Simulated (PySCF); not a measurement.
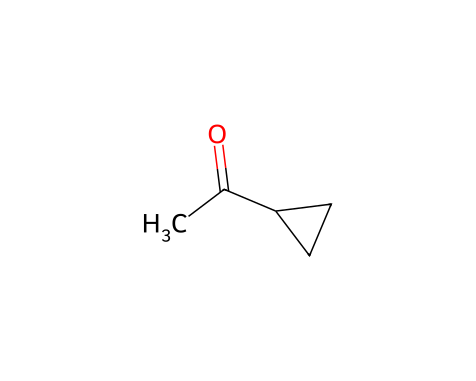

A structural formula.

Question: Give its SMILES.

Answer: CC(=O)C1CC1

Question: Give the formula, hydrogens included.

Answer: C5H8O.

More results for the same structure follow; atom numbers are the same in all pictures, views and colours differ. Computed geometry: PBE0-D3(BJ)/def2-SVP optimisation. No frequency run is at hand to confirm it as a minimum.

Shape

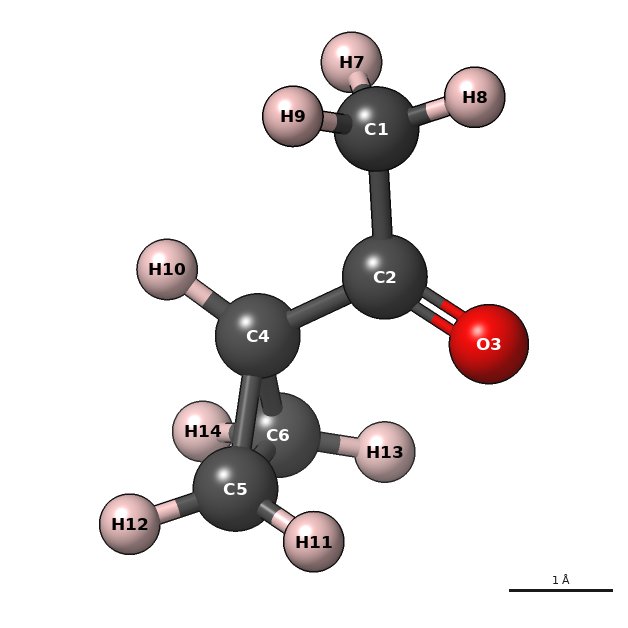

Numbered structure. No frequency run is at hand to confirm it as a minimum.

Question: Describe the coordination of atom 1.

Answer: C1 has 4 neighbours (C2 at 1.51, H7 at 1.10, H8 at 1.10, H9 at 1.10 Å); the arrangement is tetrahedral.

Question: What is the geometry at C2?

Answer: C2 has 3 neighbours (C1 at 1.51, O3 at 1.21, C4 at 1.49 Å); the arrangement is trigonal planar.

Question: What is the dihedral angle C1–C2–C4–C6?

Answer: 143° in size, that is anticlinal.

Ring current

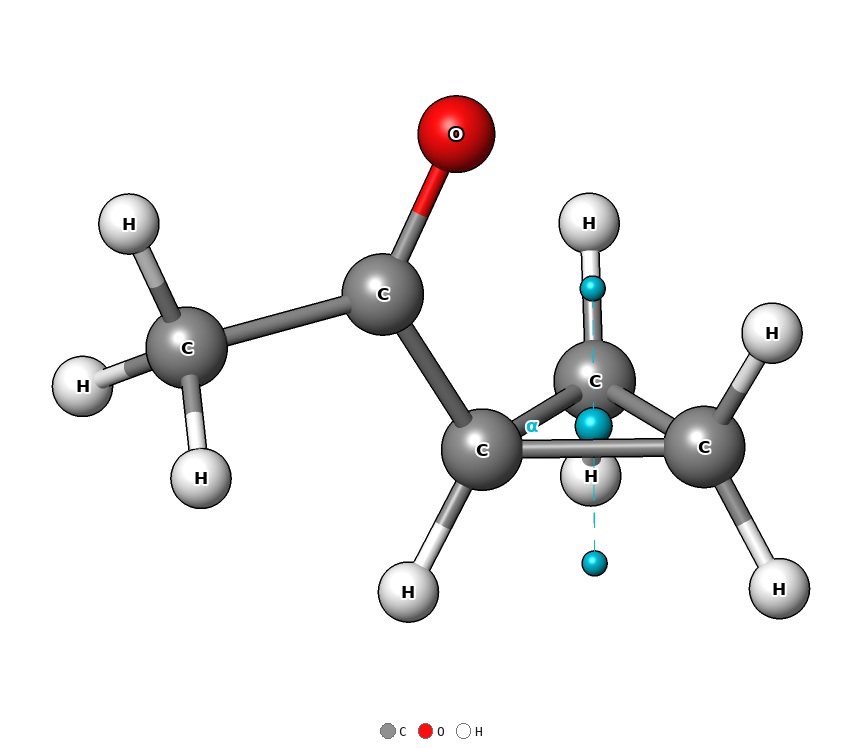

The small points mark where nucleus-independent chemical shifts (NICS) were computed: at the centre of each lettered ring and 1 Å above and below it. No frequency run is at hand to confirm it as a minimum. Level of theory: GIAO KT2/pcSseg-1 NMR shielding, non-relativistic, gas phase (PySCF 2.14.0).

Give NICS(0), NICS(1) and the out-of-plane component NICS(1)zz for each ring (means of the two sides).

```csv
ring,members,NICS(0),NICS(1),NICS(1)zz
α,C3,−43.1,−8.3,−22.7
```

Values in ppm.

Electronic properties

No frequency run is at hand to confirm it as a minimum. Properties computed with PBE0/pcSseg-1, gas phase (PySCF 2.14.0).

What does the calculation give?

- dipole moment: 2.90 D
- HOMO energy (Kohn–Sham orbital): −7.24 eV
- LUMO energy (Kohn–Sham orbital): −0.33 eV
- HOMO–LUMO gap: 6.92 eV

NMR shielding

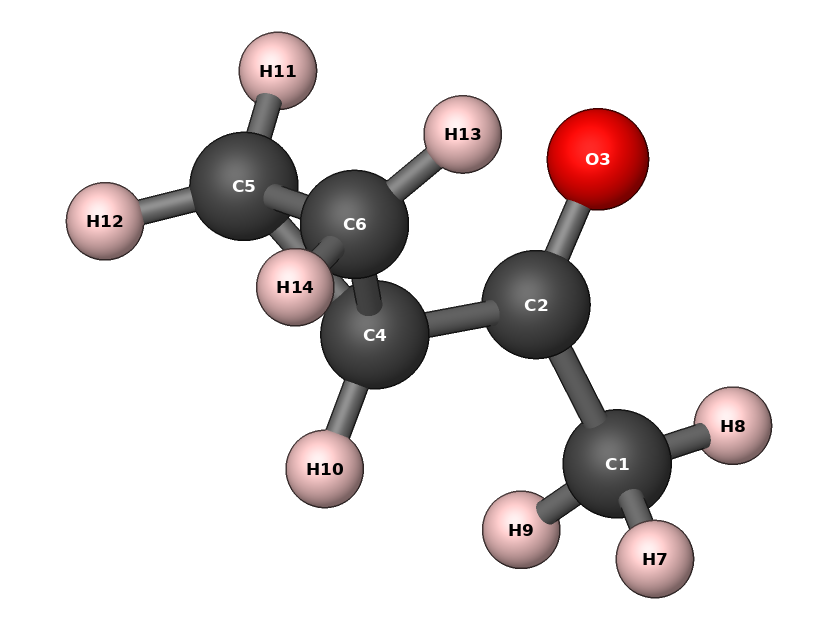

No frequency run is at hand to confirm it as a minimum. Method: GIAO PBE0/pcSseg-1 NMR shielding, non-relativistic, gas phase (PySCF 2.14.0). Principal shieldings σ11 ≤ σ22 ≤ σ33, span Ω = σ33 − σ11, skew κ = 3(σiso − σ22)/Ω.

Question: Which C atom has the most anisotropic shielding?

Answer: C2, with a span of 212 ppm.

Give the shielding tensors of the C atoms.

```tsv
atom	σ11	σ22	σ33	σiso	Ω	κ
C1	131.8	132.1	190.4	151.4	58.6	0.99
C2	−108.2	−75.5	103.4	−26.8	211.6	0.69
C4	123.3	151.3	216.4	163.7	93.1	0.40
C5	144.5	170.8	198.4	171.2	53.9	0.02
C6	142.2	170.4	198.0	170.2	55.8	−0.01
```

Shieldings and span in ppm.
